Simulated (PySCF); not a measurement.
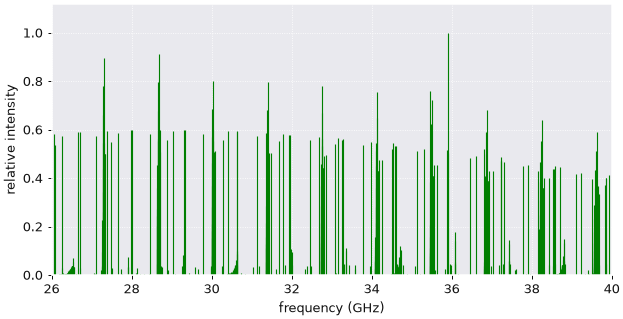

C₆H₁₁NSi₂, SMILES c1ccn(C2[SiH2]C[SiH2]2)c1. Simulated rotational absorption lines between 26 and 40 GHz at 10 K: rigid rotor with the equilibrium constants and dipole of one optimised conformer (PBE0-D3(BJ)/def2-SVP, PySCF), commonest isotopes; no centrifugal distortion, hyperfine structure, internal rotation or nuclear-spin weights; lines within 1 MHz of each other are summed.

What are the rotational constants, and what kind of rotor is it?

Answer. Rotational constants A, B, C = 2.723, 0.7039, 0.6593 GHz; Ray's κ = −0.96, a near-prolate asymmetric top.

Which dipole components drive the lines?

Answer.
|μa|, |μb|, |μc| = 2.56, 0.03, 0.80 D; a-type lines carry 93 % of the intensity in this range.

Note: coarse grid, loose stop and no frequency check, small forces are noise and the end may be a saddle.
